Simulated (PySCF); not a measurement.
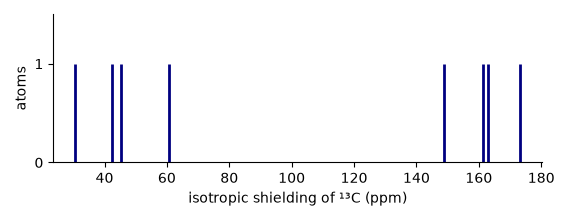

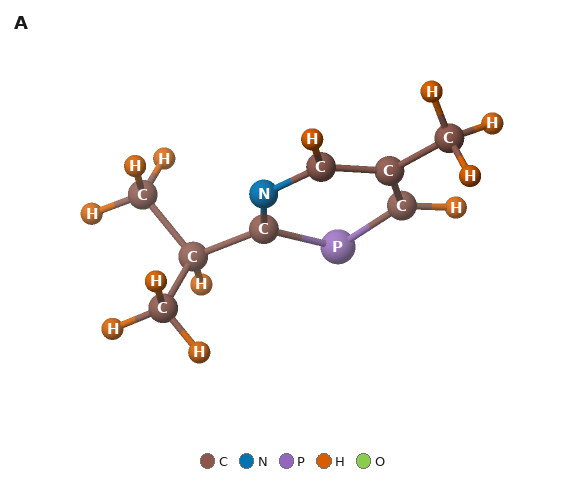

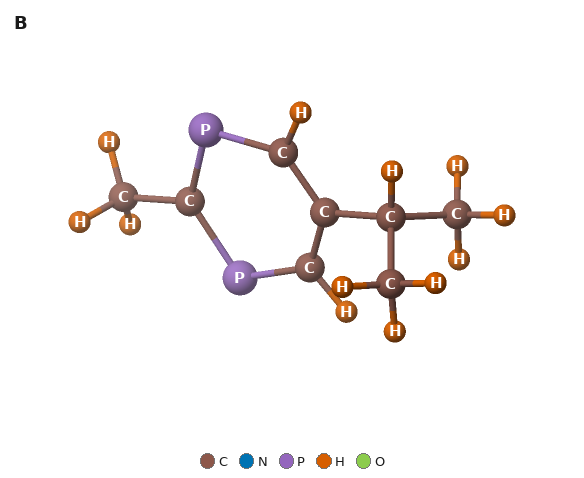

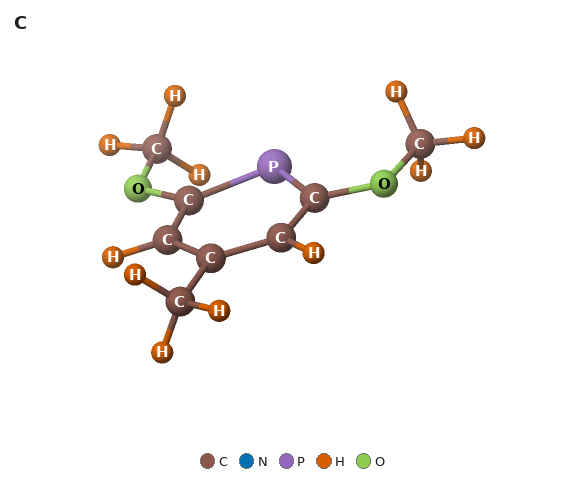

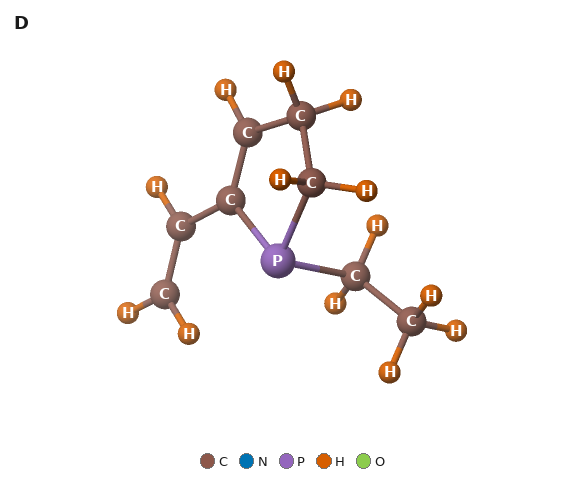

The sticks are computed shieldings of one of the molecules, for one fixed geometry (GFN2-xTB) without averaging over rotations. Low shielding means a high chemical shift. Method: GIAO PBE0/pcSseg-1 NMR shielding, non-relativistic, gas phase (PySCF 2.14.0).

Match the spectrum to a structure.

D, `C=CC1=CCCP1CC`. Its 8 C atoms give lines at 30.7, 42.5, 45.2, 60.6, 148.8, 161.4, 162.9, 173.1 ppm.

The geometry is semi-empirical. Around P such bond lengths and angles can be off by a tenth of an ångström or more and by several degrees, and values that hang on the shape move with them.
